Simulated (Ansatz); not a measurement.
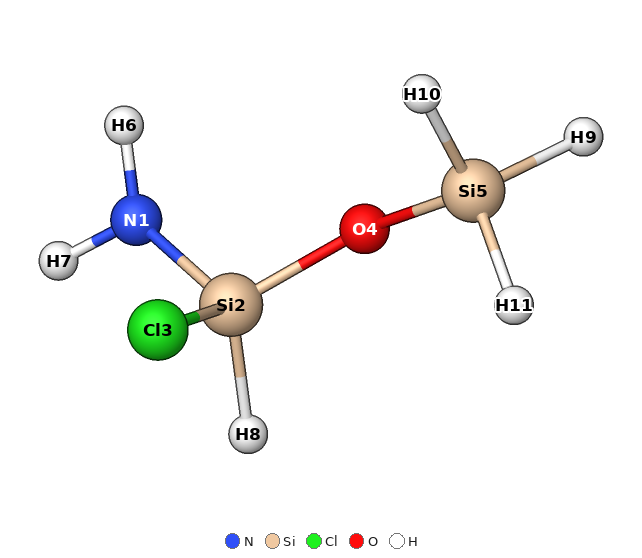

Harmonic vibrations computed with RKS PBE0-D4/def2-TZVP (Ansatz 0.2.0) at a stationary point of the same level.

Question: How many imaginary frequencies does it have?

Answer: A minimum: no imaginary frequency, and the lowest mode lies at 36 cm⁻¹.

Question: List the wavenumbers.

Answer: 27 modes: 36, 62, 66, 152, 223, 309, 325, 399, 512, 628, 724, 736, 752, 840, 898, 926, 954, 956, 984, 1124, 1578, 2236, 2238, 2247, 2282, 3606, 3701 cm⁻¹.
